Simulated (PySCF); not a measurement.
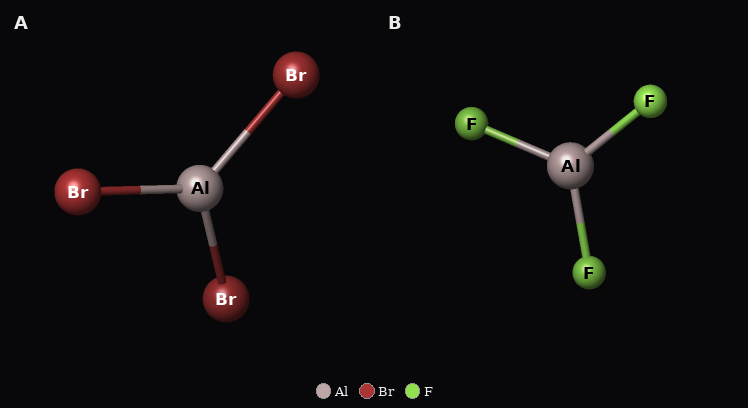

Two related species, optimised with PBE0-D3(BJ)/def2-SVP; properties computed with PySCF 2.14.0. Both: charge 0, singlet.

> What are A and B?

A is AlBr3, B is AlF3.

Compare them. With PBE/pcSseg-1 (pcSseg-2 on Al): HOMO–LUMO gap (eV), HOMO energy (Kohn–Sham orbital) (eV), shielding of Al (ppm). With ωB97X-D/def2-SVPD: lowest vertical singlet excitation (eV), mean static polarisability (bohr³). With PBE0/pcSseg-1 (pcSseg-2 on Al): Hirshfeld charge of Al (e), IAO charge of Al (e).

```
                               quantity      A      B
                     HOMO–LUMO gap (eV)   5.00   7.15
   HOMO energy (Kohn–Sham orbital) (eV)  −7.37  −9.41
                  shielding of Al (ppm)  361.0  485.9
lowest vertical singlet excitation (eV)   6.02   8.80
     mean static polarisability (bohr³)   86.7   20.2
             Hirshfeld charge of Al (e)   0.42   0.87
                   IAO charge of Al (e)   0.76   1.70
```

Each is one conformer, and no frequency run is at hand to confirm it as a minimum.
